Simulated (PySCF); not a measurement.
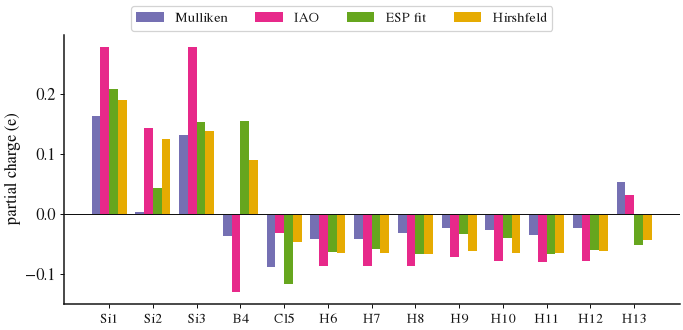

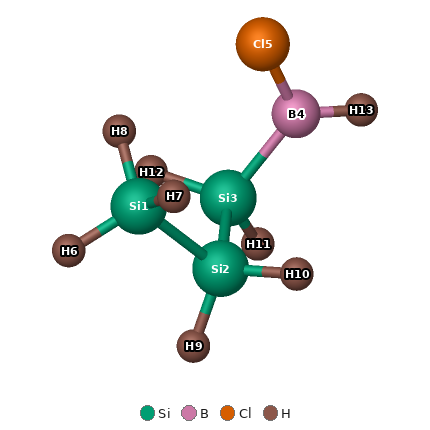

Atomic charges of BSi₃H₈Cl, SMILES [SiH3][SiH2][SiH2]BCl by 4 schemes, PBE0/6-31G(d) with PySCF 2.14.0, at a PBE0-D3(BJ)/def2-SVP geometry (no frequency check).

Question: Which atom is the most negative in each scheme?

Answer: Mulliken: Cl5 (−0.09 e); IAO: B4 (−0.13 e); ESP fit: Cl5 (−0.12 e); Hirshfeld: H8 (−0.07 e), H10 (−0.07 e), H11 (−0.07 e), H6 (−0.07 e), H7 (−0.06 e), H12 (−0.06 e) and H9 (−0.06 e).

Question: Which scheme gives the smallest charges overall?

Answer: Mulliken: mean absolute charge Mulliken 0.05, Hirshfeld 0.08, ESP fit 0.09, IAO 0.11 e.

Caveats: one conformer of a flexible molecule.
